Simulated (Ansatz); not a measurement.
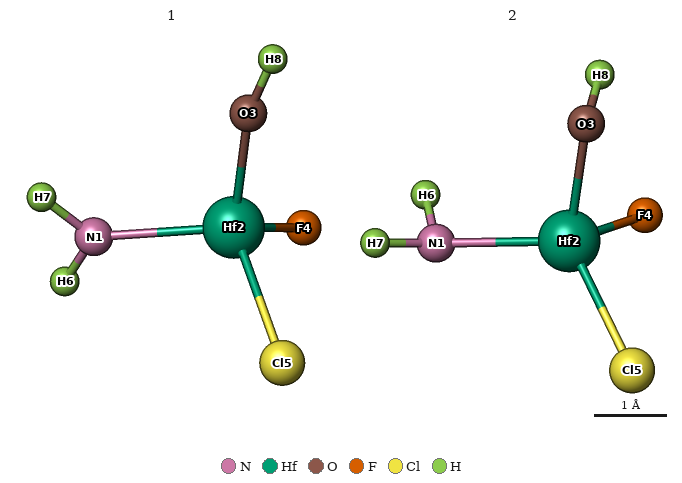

Two geometries of HfNH3OClF, drawn at one scale. One is the start of a relaxation, the other its converged end. Style: ball-and-stick. Shown at a tilt.

All numbers below come from RKS PBE0-D4/def2-TZVP (Ansatz). Settings: force threshold 0.005 eV/Å; at most 150 steps.

Question: Which of the two is the end point?

Answer: Structure 1 is the relaxed one. The start comes from GFN2-xTB. The energy falls by 74.4 kJ/mol in 14 accepted moves (15 points after the start). Largest force component: 2.1 eV/Å at the start, 0.0048 eV/Å at the end. The line search rejected the trial step at point 10 of the run. The largest move after the best rigid fit is that of H6, 1.25 Å. Largest moves by element: H 1.25 Å, F 0.45 Å, Hf 0.35 Å, O 0.18 Å, Cl 0.17 Å, N 0.10 Å. Near-neighbour distances that change, for instance: Hf2–Cl5 2.255 → 2.370 Å, Hf2–O3 1.858 → 1.906 Å, Hf2–F4 1.881 → 1.911 Å, N1–Hf2 1.995 → 2.017 Å. Bond angles that change, for instance: Hf2–O3–H8 110.9° → 165.1°, O3–Hf2–F4 96.6° → 113.7°, Hf2–N1–H6 112.4° → 125.6°. Cost: 58 s on 4 threads of Arm Neoverse V1 (shared host).
